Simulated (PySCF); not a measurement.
# FH5Si2Te: the cost of one run

Computed with PySCF 2.14.0 and routines of our own; the level stands in each step. Atoms count from 0.

## (1) The system as given

9 atoms, charge 0, multiplicity 1; geometry from: GFN2-xTB.

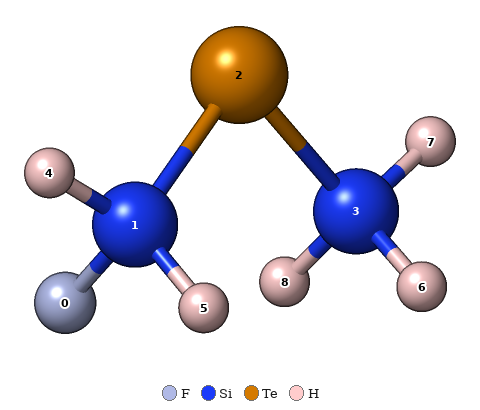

The starting geometry (fluorine light blue, silicon blue, tellurium orange, hydrogen pink).

## (2) Optimising the geometry at PBE0-D3(BJ)/def2-SVP

Job settings and geometry (Å):

```
{"job": {"xc": "PBE0", "basis": "def2-SVP", "d3": "d3bj", "grid": 1, "maxiter": 30, "shake": 0.01, "kind": "geom"}, "charge": 0, "multiplicity": 1}
F     -1.809260    -1.243310    -0.992320
Si    -1.814160     0.225270    -0.283090
Te     0.114470     1.541730    -1.084710
Si     1.858410    -0.096780    -0.253520
H     -3.038920     0.855510    -0.725030
H     -1.815190    -0.115260     1.126190
H      1.724000    -0.289610     1.194180
H      3.132740     0.497130    -0.569140
H      1.705710    -1.391840    -0.882850
```

Run with:

```bash
OMP_NUM_THREADS=1 python heavy_run.py task.json out
```

The driver reads the jobs from task.json and runs them one after another.

**Question.** How long does this first job take on 1 thread of Arm Neoverse V2, shared host, and how much memory does it need?

About 29 s, with a peak of 0.42 GiB.
